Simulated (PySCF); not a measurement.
C7H7Br, SMILES c1cc(Br)ccc1C, GFN2-xTB optimised geometry. Atoms within 1.6 Å of the plane z = 0.6 Å (x, y, z in Å): C1 (-1.49, -2.24, -0.02), C2 (-0.72, -0.96, 0.00), C3 (-1.38, 0.26, 0.00), C4 (-0.69, 1.45, 0.00), C5 (0.70, 1.42, 0.00), Br6 (1.67, 3.07, 0.00), C7 (1.39, 0.22, 0.00), C8 (0.67, -0.96, 0.00), H10 (-2.39, -2.16, 0.58), H11 (-0.88, -3.07, 0.36), H12 (-2.46, 0.28, 0.00), H13 (-1.21, 2.40, 0.00), H14 (2.46, 0.22, 0.00), H15 (1.21, -1.90, 0.00).

Method: CAM-B3LYP/def2-TZVP in PySCF 2.14.0.

Map of the HOMO−1 amplitude (bohr^(-3/2)) on the plane z = 0.6 Å; orbital energy -8.87 eV, overall sign arbitrary:

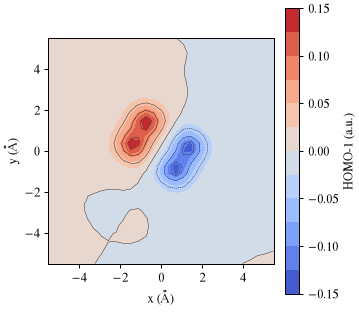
Figure: HOMO−1 amplitude (bohr^(-3/2)) on the plane z = 0.6 Å.
